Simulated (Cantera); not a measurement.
A closed system holds: 1 mol CaCO3, 0.34 mol H2, held at 97.0 Pa.

Method: chemical equilibrium by Gibbs-energy minimisation in Cantera with the NASA 1993 tables (ideal gas, pure condensed phases). Candidate condensed phases: C, C6H6, C7H8, C8H18, Ca, CaCO3, CaO, Ca(OH)2, H2O; 115 gas species. The numbers say what is thermodynamically allowed, not how fast it happens.

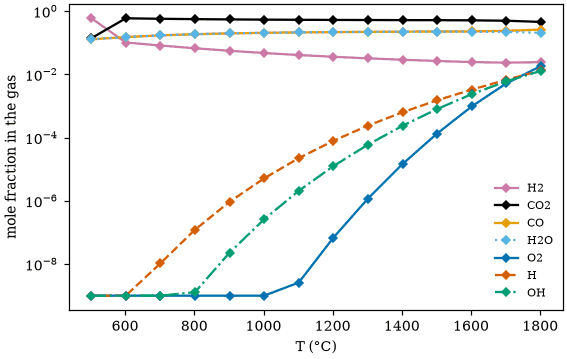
Fig. 1. Equilibrium gas composition (values under 1e-9 drawn at 1e-9)

At 502 °C the condensed part is CaCO3(calcite) + CaO(s). From 602 °C to 1802 °C the condensed part is CaO(s).
